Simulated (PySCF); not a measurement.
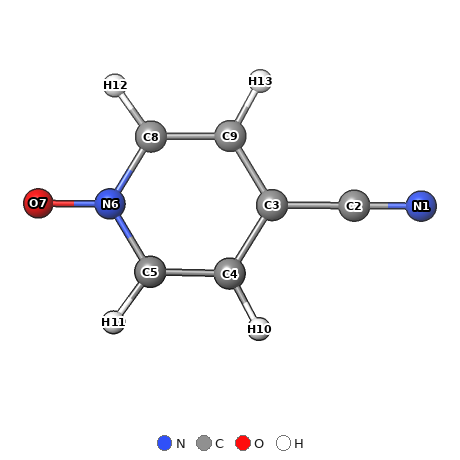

C₆H₄N₂O, SMILES N#Cc1cc[n+]([O-])cc1. Simulated ¹H spectrum at 600 MHz, line width 0.6 Hz, from GIAO shifts (KT3/pcSseg-1, against TMS) and couplings (B3LYP/pcJ-1), PySCF, at a PBE0-D3(BJ)/def2-SVP geometry (no frequency check). Gas phase, values of one conformer, averaged over methyl-type rotors and exact or near symmetry; couplings among ¹H are treated exactly, other nuclei are left out. The spin-dipole term of J is left out for all pairs. The upper panels enlarge each group of lines, each scaled alone.

### Give the shifts and couplings that make up the spectrum.

| δ (ppm) | nuclei | atoms |
| --- | --- | --- |
| 7.70 | 2 | H11, H12 |
| 6.98 | 2 | H10, H13 |


```csv
pair,J (Hz)
"H11–H10, H12–H13",8.2
H10–H13,2.3
H11–H12,1.6
"H11–H13, H12–H10",0.6
```

Not listed: couplings under 0.5 Hz, those between magnetically equivalent nuclei.

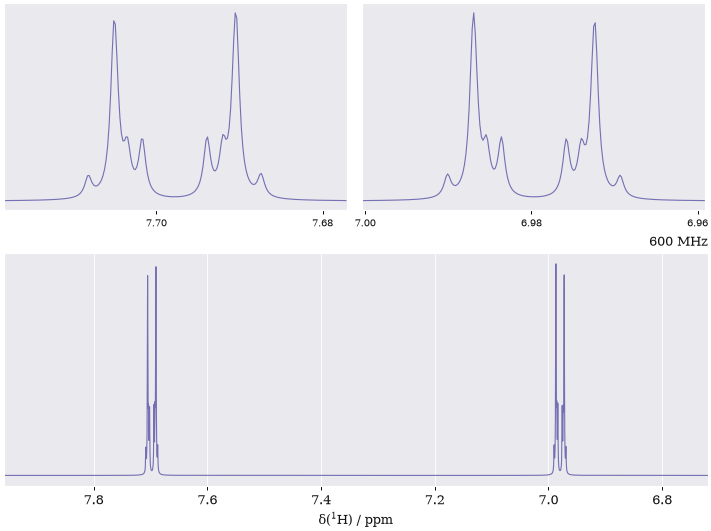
